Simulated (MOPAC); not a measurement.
# Excited-state calculation of CH3AlBCl2F (part 1 of 2)

CH3AlBCl2F, computed with INDO/S, RHF (MOPAC 23.2.5).

The geometry was optimised with PM7.

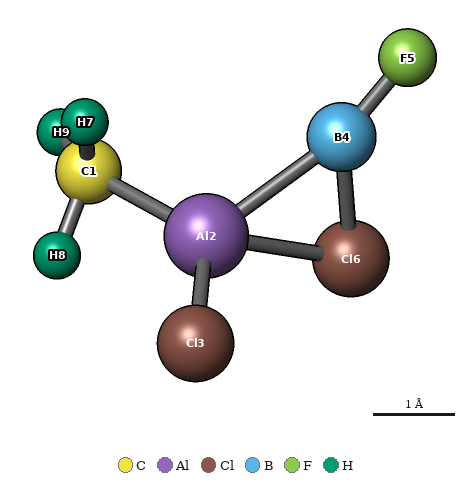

Figure 1. The structure as given in the input (ball-and-stick view, seen at a tilt; atoms are numbered from 1 in the order of the input). Sticks mark near contacts. Bond lengths as drawn: Al–B 2.11 Å, Al–C 2.01 Å, Al–Cl 2.00 to 2.20 Å, B–Cl 1.79 Å, B–F 1.30 Å and C–H 1.06 to 1.15 Å.

Input file (run.mop)
```
INDO MAXCI=300 WRTCI=12 C.I.=20 1SCF CIS AUX(PRECISION=6) THREADS=1
CH3AlBCl2F

C     -0.252777 +1    -0.270756 +1     1.523833 +1
Al     0.467905 +1    -0.193682 +1    -0.348781 +1
Cl     1.514387 +1    -1.570560 +1    -1.349191 +1
B      0.413453 +1     1.837895 +1    -0.909449 +1
F      0.755234 +1     3.082070 +1    -1.023126 +1
Cl    -0.931187 +1     0.908083 +1    -1.647775 +1
H      0.849425 +1    -0.000815 +1     1.687813 +1
H     -0.326022 +1    -1.360291 +1     1.187383 +1
H     -0.929586 +1     0.042968 +1     2.276403 +1
```

Run on 1 thread of Arm Neoverse N1, 98 GiB of memory available, shared host.

Launched with:
```bash
mopac run.mop
```

Log
```
MOPAC v23.2.5
INDO CALCULATION RESULTS

 *  INDO       - The INDO Hamiltonian to be used
 *  MAXCI =  300 maximum CI states computed
 *  WRTCI =   12 maximum CI states printed
 *  CIS        - C.I. USES 1 ELECTRON EXCITATIONS ONLY
 *  C.I.=20    - 20 M.O.S TO BE USED IN C.I.
 *  1SCF       - DO 1 SCF AND THEN STOP
 *  THREADS=1  - MULTI-THREADING NOT USED
 *  AUX        - OUTPUT AUXILIARY INFORMATION
 *  WARNING: Specified print options may not behave as expected with INDO
INDO MAXCI=300 WRTCI=12 C.I.=20 1SCF CIS AUX(PRECISION=6) THREADS=1
 CH3AlBCl2F

   ATOM   CHEMICAL          X               Y               Z
  NUMBER   SYMBOL      (ANGSTROMS)     (ANGSTROMS)     (ANGSTROMS)

     1       C         -0.25277700  *  -0.27075600  *   1.52383300  *
     2      Al          0.46790500  *  -0.19368200  *  -0.34878100  *
     3      Cl          1.51438700  *  -1.57056000  *  -1.34919100  *
     4       B          0.41345300  *   1.83789500  *  -0.90944900  *
     5       F          0.75523400  *   3.08207000  *  -1.02312600  *
     6      Cl         -0.93118700  *   0.90808300  *  -1.64777500  *
     7       H          0.84942500  *  -0.00081500  *   1.68781300  *
     8       H         -0.32602200  *  -1.36029100  *   1.18738300  *
     9       H         -0.92958600  *   0.04296800  *   2.27640300  *

          CARTESIAN COORDINATES

    NO.       ATOM           X           Y           Z

     1         C         -0.2528     -0.2708      1.5238
     2        Al          0.4679     -0.1937     -0.3488
     3        Cl          1.5144     -1.5706     -1.3492
     4         B          0.4135      1.8379     -0.9094
     5         F          0.7552      3.0821     -1.0231
     6        Cl         -0.9312      0.9081     -1.6478
     7         H          0.8494     -0.0008      1.6878
     8         H         -0.3260     -1.3603      1.1874
     9         H         -0.9296      0.0430      2.2764

           Empirical Formula: C H3 Al Cl2 B F  =     9 atoms

      MOLECULAR POINT GROUP   :   C1

      RHF CALCULATION, NO. OF DOUBLY OCCUPIED LEVELS = 17

 Summary of symmetry occupancy in each shell:

 SHELL
    1   17
    v   10
 TOTAL  27

                     MOLECULAR ORBITALS

    ROOT NO.    1           2           3           4           5           6

           -45.84755   -32.00512   -27.34405   -25.08127   -19.62766   -18.08365

  S  C   1   0.00155     0.69786    -0.12069    -0.05681     0.01205     0.14045
 PX  C   1   0.00033     0.05948    -0.01259     0.01464    -0.02987    -0.44092
 PY  C   1   0.00021    -0.04518     0.02674    -0.02839    -0.02558     0.14954
 PZ  C   1   0.00107    -0.00828    -0.03736    -0.01419     0.00386     0.41035

  S Al   2   0.01684     0.27312     0.18298     0.16514    -0.03707    -0.28672
 PX Al   2   0.00310    -0.06875    -0.07162     0.13047    -0.03330     0.01081
 PY Al   2   0.02170    -0.01250     0.11360    -0.16336    -0.05979    -0.01481
 PZ Al   2  -0.00348     0.19977    -0.15909    -0.09978    -0.00652    -0.17560

  S Cl   3  -0.00072     0.05988     0.13307     0.93448    -0.00131     0.10451
 PX Cl   3   0.00077    -0.01140    -0.01931    -0.04899    -0.00884     0.02797
 PY Cl   3  -0.00086     0.00657     0.02880     0.06497    -0.00294    -0.03365
 PZ Cl   3  -0.00048     0.02082    -0.00310     0.04957     0.00152    -0.06245

  S  B   4   0.28001     0.07274     0.26600    -0.03236    -0.33859    -0.07821
 PX  B   4   0.07696    -0.02125    -0.14370     0.04151    -0.06905    -0.03295
 PY  B   4   0.29439    -0.04970    -0.15073     0.00621    -0.19992     0.09251
 PZ  B   4  -0.02922     0.02479    -0.07283     0.00527     0.00642    -0.08903

  S  F   5   0.89603    -0.01283    -0.05616     0.01214     0.32211    -0.01671
 PX  F   5  -0.04204    -0.00296    -0.04599     0.01971     0.19087    -0.13060
 PY  F   5  -0.14810    -0.00154    -0.03105     0.00968     0.80747    -0.05458
 PZ  F   5   0.01280     0.00522    -0.02856     0.00085    -0.09308    -0.15590

  S Cl   6   0.01923     0.10753     0.85001    -0.15835     0.14627     0.08481
 PX Cl   6   0.00688     0.01937     0.13184    -0.00591    -0.05780    -0.03255
 PY Cl   6   0.01480    -0.00247     0.02286    -0.02279    -0.06730     0.03335
 PZ Cl   6   0.00079     0.03046     0.08440    -0.01941    -0.02320    -0.06531

  S  H   7   0.00226     0.36172    -0.06574    -0.01610    -0.02852    -0.22166

  S  H   8  -0.00020     0.35822    -0.06600     0.01135     0.03017    -0.13068

  S  H   9   0.00103     0.32047    -0.06873    -0.04921     0.01725     0.56289

    ROOT NO.    7           8           9          10          11          12

           -17.37618   -17.10238   -16.73357   -15.84972   -13.37831   -12.99488

  S  C   1   0.01727     0.00311    -0.00052     0.00530     0.02074     0.02605
 PX  C   1  -0.05667    -0.01046     0.16489     0.38442    -0.00869    -0.03523
 PY  C   1   0.15924     0.07544     0.40746     0.25263    -0.10493     0.11621
 PZ  C   1   0.11183     0.02867     0.13464     0.14215    -0.05434    -0.15378

  S Al   2   0.03207    -0.02522     0.13827    -0.21440    -0.29914    -0.02508
 PX Al   2   0.02248    -0.00634     0.07852     0.13561    -0.04382    -0.26869
 PY Al   2   0.10853     0.02589     0.25590    -0.05276     0.10413     0.15688
 PZ Al   2  -0.07203     0.00688    -0.05660     0.15505     0.19268     0.09113

  S Cl   3   0.00336     0.03549     0.00219     0.07981     0.16395     0.12381
 PX Cl   3   0.01111     0.01855     0.03896     0.08804     0.30786     0.14090
 PY Cl   3   0.02162    -0.02371     0.05300    -0.07954    -0.37355    -0.35979
 PZ Cl   3  -0.02619    -0.01609    -0.04119    -0.00124    -0.16102    -0.27491

  S  B   4   0.03541     0.00875     0.26962    -0.22326     0.12691    -0.07743
 PX  B   4   0.19982    -0.14621    -0.07280     0.04861    -0.16234     0.04279
 PY  B   4  -0.08754     0.05185    -0.24641     0.17385    -0.05876     0.05030
 PZ  B   4   0.15369     0.20328     0.00002    -0.00888    -0.05774     0.11287

  S  F   5   0.01046    -0.00029     0.02536    -0.00618    -0.00049     0.00393
 PX  F   5   0.72300    -0.53916    -0.05901    -0.04792     0.21081    -0.06154
 PY  F   5  -0.11753     0.22229     0.18610    -0.07980     0.03788    -0.05656
 PZ  F   5   0.50867     0.75692    -0.19040    -0.07597     0.08392    -0.13806

  S Cl   6   0.05307     0.00004    -0.29162     0.28027    -0.01985     0.00160
 PX Cl   6  -0.04712    -0.03527     0.32527    -0.37145     0.03820    -0.29678
 PY Cl   6  -0.14935     0.01755     0.08678     0.06236     0.65592    -0.42840
 PZ Cl   6  -0.00583     0.05159     0.20101    -0.28630     0.10553     0.53711

  S  H   7   0.01506     0.01257     0.25917     0.41764    -0.03649    -0.03463

  S  H   8  -0.15250    -0.06903    -0.40037    -0.28141     0.10053    -0.06269

  S  H   9   0.14181     0.04369     0.09325    -0.05959    -0.04710    -0.02436

    ROOT NO.   13          14          15          16          17          18

           -12.32784   -11.85171   -11.74687   -10.62029    -9.26934    -1.84677

  S  C   1   0.02416     0.00667    -0.00215    -0.04489    -0.09315    -0.16928
 PX  C   1   0.06998    -0.02870    -0.06949     0.28037     0.09672     0.00959
 PY  C   1  -0.06069    -0.07019     0.06516    -0.28776    -0.35744    -0.09602
 PZ  C   1  -0.00710    -0.02317    -0.06187     0.40194     0.34803     0.22041

  S Al   2  -0.13732    -0.00175     0.04303    -0.28548    -0.05738     0.67243
 PX Al   2  -0.13960     0.05654    -0.01947    -0.00236     0.23977     0.12799
 PY Al   2   0.11764     0.09897     0.04022    -0.10478     0.25482     0.00557
 PZ Al   2   0.01796     0.01513     0.05805    -0.22719    -0.17373    -0.16000

  S Cl   3   0.08876     0.01473     0.01152     0.00454    -0.00766    -0.12855
 PX Cl   3   0.07642     0.75963     0.44301     0.07440    -0.03108     0.20829
 PY Cl   3  -0.27083     0.57858    -0.34802     0.06478    -0.20947    -0.29581
 PZ Cl   3  -0.41287    -0.19747     0.76580     0.13280    -0.00258    -0.19650

  S  B   4  -0.02934     0.02299     0.01179    -0.18408     0.41468    -0.37782
 PX  B   4   0.04493     0.05453     0.02990    -0.12588     0.21746     0.09682
 PY  B   4  -0.00341    -0.02643    -0.01436     0.11359    -0.24410     0.05040
 PZ  B   4  -0.05101     0.03384     0.01682    -0.15763     0.15690    -0.12213

  S  F   5   0.00364    -0.00208    -0.00074     0.02034    -0.04383     0.05388
 PX  F   5  -0.04593    -0.04626    -0.02690     0.06460    -0.09273    -0.05601
 PY  F   5  -0.00256     0.01457     0.00409    -0.07361     0.14318    -0.08717
 PZ  F   5   0.03951    -0.02746    -0.01535     0.09318    -0.07437     0.04145

  S Cl   6  -0.00051     0.00810     0.00103     0.04134    -0.05101    -0.01001
 PX Cl   6   0.52537    -0.08432     0.13176     0.30726    -0.35023     0.00167
 PY Cl   6  -0.35516    -0.08397    -0.18966    -0.14752    -0.11855     0.20189
 PZ Cl   6  -0.51135    -0.03913    -0.12059     0.45334    -0.11524     0.00828

  S  H   7   0.04744    -0.03520    -0.05796     0.23694     0.06101     0.00209

  S  H   8   0.04906     0.06072    -0.03849     0.12826     0.18958    -0.00910

  S  H   9  -0.05732    -0.01740     0.02661    -0.03701     0.00397     0.08543

    ROOT NO.   19          20          21          22          23          24

            -0.06692     0.09220     0.87472     2.32446     3.25393     4.79238

  S  C   1   0.10533    -0.03782    -0.09610     0.21319    -0.49970    -0.34034
 PX  C   1  -0.11157    -0.05491    -0.08477     0.01751     0.05334    -0.24954
 PY  C   1  -0.00691    -0.08679    -0.00096    -0.07047    -0.12705     0.31884
 PZ  C   1  -0.17351     0.01044    -0.02200    -0.01624     0.12766    -0.29872

  S Al   2  -0.16496     0.00223     0.07859     0.04195     0.07451    -0.11530
 PX Al   2   0.45258     0.31680     0.54979    -0.14959    -0.35601     0.07600
 PY Al   2   0.37761     0.30994    -0.15590     0.58696     0.25423     0.04439
 PZ Al   2   0.20136     0.11461     0.31562    -0.25632     0.52778    -0.36301

  S Cl   3   0.04381     0.02505    -0.05445     0.06069     0.09759    -0.02158
 PX Cl   3  -0.12022    -0.07605     0.03280    -0.08008    -0.11600     0.02740
 PY Cl   3   0.04241     0.03287    -0.09691     0.07740     0.16816    -0.04062
 PZ Cl   3   0.04493     0.02309    -0.11192     0.10792     0.09702    -0.01038

  S  B   4  -0.25607    -0.24145     0.21105    -0.16197    -0.03731    -0.04568
 PX  B   4   0.47046    -0.29435    -0.47433    -0.44831    -0.00391    -0.06362
 PY  B   4  -0.15612     0.14656     0.12269     0.01729    -0.03306    -0.04160
 PZ  B   4  -0.30958     0.71499    -0.32809    -0.32172    -0.11381    -0.02702

  S  F   5   0.05405     0.04992    -0.05265     0.05014     0.01270     0.02549
 PX  F   5  -0.14697     0.05043     0.12610     0.05516    -0.00705    -0.00352
 PY  F   5  -0.04995    -0.11735     0.06666    -0.08897    -0.01624    -0.03939
 PZ  F   5   0.08785    -0.17399     0.05969     0.06537     0.02141     0.00886

  S Cl   6   0.11197     0.07851    -0.01907    -0.13955    -0.01714    -0.02510
 PX Cl   6   0.14031     0.18237    -0.06364    -0.24208    -0.01730    -0.04631
 PY Cl   6   0.01878     0.02503    -0.30551    -0.03137    -0.01057     0.01232
 PZ Cl   6   0.18070     0.01521     0.03213    -0.16841    -0.03505    -0.02679

  S  H   7  -0.03989    -0.02354    -0.01940    -0.04795     0.10096     0.47339

  S  H   8   0.01154     0.04970     0.00126    -0.05237     0.09318     0.46795

  S  H   9  -0.04625     0.01758     0.08183    -0.16029     0.37639     0.13269

    ROOT NO.   25          26          27

             6.71723     7.98414     8.31968

  S  C   1  -0.00685    -0.02789    -0.01834
 PX  C   1   0.46776     0.40570     0.22607
 PY  C   1   0.50567    -0.26047    -0.03832
 PZ  C   1   0.17508    -0.44776    -0.21991

  S Al   2  -0.01266    -0.10362     0.03690
 PX Al   2   0.05649     0.09483     0.03447
 PY Al   2   0.03343    -0.10960     0.22674
 PZ Al   2   0.02430    -0.20637    -0.17945

  S Cl   3   0.00038    -0.02490     0.00625
 PX Cl   3  -0.00233     0.02864    -0.00932
 PY Cl   3   0.00108    -0.04004     0.00401
 PZ Cl   3  -0.00148    -0.02175     0.01341

  S  B   4  -0.03844    -0.07623     0.14910
 PX  B   4  -0.03311    -0.10385     0.19991
 PY  B   4  -0.09110    -0.31261     0.69736
 PZ  B   4  -0.01236     0.02909    -0.05330

  S  F   5   0.03556     0.11201    -0.24136
 PX  F   5  -0.01383    -0.04226     0.09379
 PY  F   5  -0.05182    -0.16195     0.34648
 PZ  F   5   0.00769     0.01508    -0.03289

  S Cl   6  -0.00221    -0.01885     0.02811
 PX Cl   6  -0.00983    -0.04152     0.05977
 PY Cl   6  -0.01340    -0.01880     0.05888
 PZ Cl   6  -0.00159    -0.01872     0.03292

  S  H   7  -0.49198    -0.12233    -0.08532

  S  H   8   0.48114    -0.20746     0.00818

  S  H   9   0.02605     0.52125     0.23762

 Reference determinate nber   1 is ALPHA 1 -  17
 SINGLE excitations FROM orbs   8 to  17 INTO orbs  18 to  27

 CI excitations=  101:        =101
 The lowest  101 spin-adapted configurations of multiplicity=  1
     sym   eV   cm**-1 -dets- dipole oscilator X FRAG ....Excitations named from first reference determinate
                       tot  #  Debye  strength

   1      0.000      0.  1  1  2.8431 0.000000 0  0 (    )->(       )
   2      3.789  30563.  1  1  6.5284 0.058480 1  1 (  17)->(  18   )
   3      4.818  38864.  1  1  7.6020 0.049123 1  1 (  16)->(  18   )
   4      4.924  39718.  1  1  4.0547 0.067195 1  1 (  17)->(  19   )
   5      5.070  40891.  1  1  6.9631 0.172575 1  1 (  17)->(  20   )
   6      5.175  41741.  1  1  5.7156 0.011317 1  1 (  15)->(  18   )
   7      5.215  42063.  1  1  6.4647 0.002500 1  1 (  14)->(  18   )
   8      5.738  46279.  1  1  5.0269 0.058535 1  1 (  17)->(  21   )
   9      6.451  52027.  1  1  8.5274 0.036032 1  1 (  16)->(  20   )
  10      6.555  52873.  1  1  5.2738 0.077174 1  1 (  13)->(  18   )
  11      6.587  53126.  1  1  5.2252 0.153893 1  1 (  16)->(  19   )
  12      7.268  58623.  1  1  6.3923 0.231984 1  1 (  16)->(  21   )
  13      7.348  59264.  1  1  4.6720 0.122557 1  1 (  12)->(  18   )
  14      7.801  62917.  1  1  4.0929 0.289959 1  1 (  17)->(  22   )
  15      7.819  63062.  1  1  9.9594 0.011298 1  1 (  15)->(  19   )
  16      7.883  63581.  1  1  3.1553 0.007105 1  1 (  13)->(  19   )
  17      7.936  64008.  1  1  3.4177 0.105835 1  1 (  11)->(  18   )
  18      8.031  64778.  1  1 10.7173 0.035081 1  1 (  14)->(  19   )
  19      8.088  65237.  1  1  5.4448 0.049935 1  1 (  13)->(  20   )
  20      8.248  66524.  1  1 11.6913 0.007041 1  1 (  15)->(  20   )
  21      8.425  67949.  1  1 12.3454 0.015684 1  1 (  14)->(  20   )
  22      8.530  68801.  1  1  4.8430 0.098355 1  1 (  17)->(  23   )
  23      8.556  69011.  1  1  2.2951 0.043438 1  1 (  12)->(  19   )
  24      8.729  70405.  1  1  9.5983 0.021241 1  1 (  15)->(  21   )
  25      8.756  70625.  1  1  3.3786 0.062528 1  1 (  13)->(  21   )
  26      8.816  71104.  1  1  5.1205 0.077812 1  1 (  12)->(  20   )
  27      8.848  71361.  1  1 10.3305 0.011791 1  1 (  14)->(  21   )
  28      8.974  72381.  1  1  5.5434 0.214996 1  1 (  16)->(  22   )
  29      9.119  73552.  1  1  5.0020 0.055158 1  1 (  11)->(  20   )
  30      9.124  73587.  1  1  2.4050 0.117523 1  1 (  11)->(  19   )
  31      9.730  78478.  1  1  4.4170 0.004843 1  1 (  16)->(  23   )
  32      9.781  78893.  1  1  2.6806 0.125372 1  1 (  12)->(  21   )
  33      9.863  79553.  1  1  8.2501 0.121547 1  1 (  17)->(  24   )
  34      9.903  79872.  1  1  7.4538 0.020726 1  1 (  10)->(  18   )
  35     10.136  81752.  1  1  8.9631 0.006894 1  1 (  15)->(  22   )
  36     10.232  82529.  1  1  4.2549 0.084039 1  1 (  13)->(  22   )
  37     10.310  83153.  1  1  9.6873 0.010151 1  1 (  14)->(  22   )
  38     10.439  84193.  1  1  2.3283 0.058583 1  1 (  11)->(  21   )
  39     10.883  87774.  1  1  7.4443 0.046929 1  1 (   9)->(  18   )
  40     10.908  87983.  1  1  3.3996 0.011934 1  1 (  12)->(  22   )
  41     10.952  88337.  1  1  9.5485 0.014652 1  1 (  15)->(  23   )
  42     11.023  88903.  1  1 10.1797 0.007238 1  1 (  14)->(  23   )
  43     11.186  90223.  1  1  8.2167 0.081255 1  1 (  17)->(  25   )
  44     11.212  90431.  1  1  7.5349 0.094443 1  1 (  16)->(  24   )
  45     11.411  92039.  1  1 15.7364 0.010611 1  1 (   8)->(  18   )
  46     11.426  92158.  1  1  2.8702 0.049045 1  1 (  11)->(  22   )
  47     11.632  93819.  1  1  5.1953 0.017171 1  1 (  10)->(  19   )
  48     11.797  95146.  1  1  8.3272 0.048812 1  1 (  13)->(  23   )
  49     11.825  95372.  1  1  8.7448 0.123500 1  1 (  10)->(  20   )
  50     12.207  98456.  1  1  9.6657 0.109523 1  1 (   8)->(  20   )
  51     12.217  98535.  1  1  7.3209 0.067434 1  1 (  16)->(  25   )
  52     12.410 100094.  1  1  4.8997 0.090734 1  1 (   9)->(  19   )
  53     12.477 100637.  1  1  7.5570 0.011548 1  1 (  12)->(  23   )
  54     12.520 100977.  1  1  5.6361 0.033545 1  1 (  17)->(  26   )
  55     12.520 100980.  1  1  6.4210 0.087725 1  1 (  10)->(  21   )
  56     12.577 101441.  1  1  8.2830 0.004275 1  1 (   9)->(  20   )
  57     12.583 101485.  1  1 12.4909 0.060389 1  1 (   8)->(  19   )
  58     12.862 103737.  1  1  7.3738 0.018016 1  1 (  11)->(  23   )
  59     12.888 103952.  1  1 11.7951 0.002439 1  1 (  15)->(  24   )
  60     12.977 104670.  1  1 12.2292 0.007654 1  1 (  14)->(  24   )
  61     13.094 105608.  1  1  5.4575 0.087919 1  1 (  17)->(  27   )
  62     13.239 106779.  1  1 12.1654 0.001784 1  1 (   8)->(  21   )
  63     13.290 107189.  1  1  6.1072 0.016412 1  1 (   9)->(  21   )
  64     13.500 108885.  1  1 12.5905 0.015443 1  1 (  13)->(  24   )
  65     13.617 109827.  1  1  4.3698 0.024605 1  1 (  16)->(  26   )
  66     14.005 112957.  1  1  5.6094 0.015105 1  1 (  10)->(  22   )
  67     14.065 113443.  1  1 11.8308 0.016767 1  1 (  12)->(  24   )
  68     14.468 116690.  1  1 11.6120 0.018148 1  1 (  11)->(  24   )
  69     14.583 117618.  1  1  4.1318 0.029373 1  1 (  10)->(  23   )
  70     14.592 117694.  1  1  7.0025 0.068149 1  1 (  16)->(  27   )
  71     14.889 120086.  1  1  5.3470 0.036227 1  1 (   9)->(  22   )
  72     14.910 120256.  1  1 12.6453 0.005213 1  1 (  15)->(  25   )
  73     14.935 120457.  1  1 12.7624 0.002305 1  1 (   8)->(  22   )
  74     15.055 121426.  1  1 13.1049 0.003834 1  1 (  14)->(  25   )
  75     15.509 125089.  1  1 12.7897 0.004143 1  1 (  13)->(  25   )
  76     15.550 125419.  1  1  4.5701 0.018721 1  1 (   9)->(  23   )
  77     16.002 129065.  1  1 12.0353 0.008750 1  1 (  12)->(  25   )
  78     16.127 130076.  1  1  7.4090 0.147309 1  1 (  10)->(  24   )
```
